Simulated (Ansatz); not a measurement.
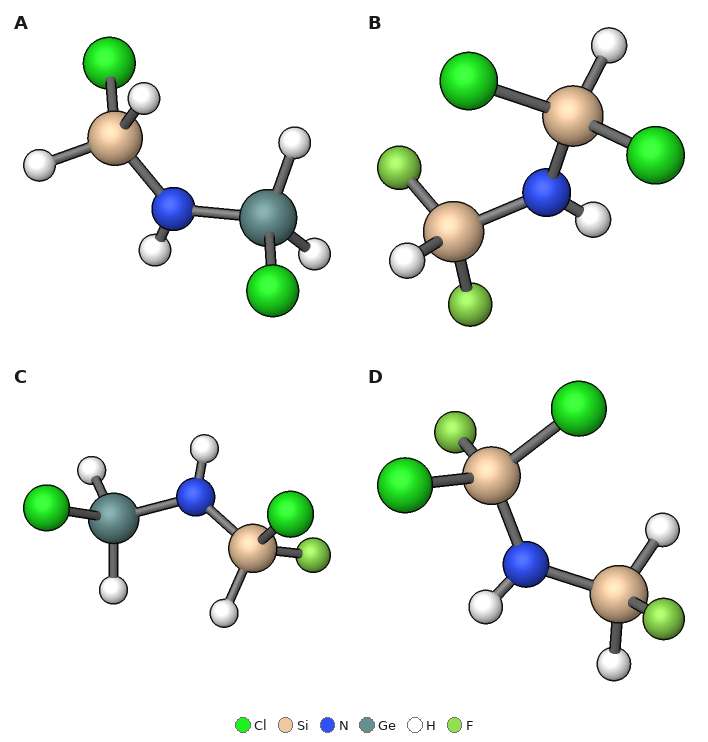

Simulated data, not a measurement (program: Ansatz).

```xyz
10
charge 0, multiplicity 1
F     2.1217   -0.6216   -1.3030
Si    1.0697   -1.1625   -0.2325
N     0.2538    0.1339    0.5549
Si   -1.1549    0.9685    0.1208
F    -2.4261    0.4365    0.8967
Cl   -0.9859    2.9307    0.5970
Cl   -1.5206    0.7127   -1.8521
H     1.8390   -1.8990    0.7925
H     0.0886   -1.9926   -0.9556
H     0.7147    0.4934    1.3813
```

Which panel shows the molecule in this file?

D. The file holds Cl2F2H3NSi2, `F[SiH2]N[Si](F)(Cl)Cl`.
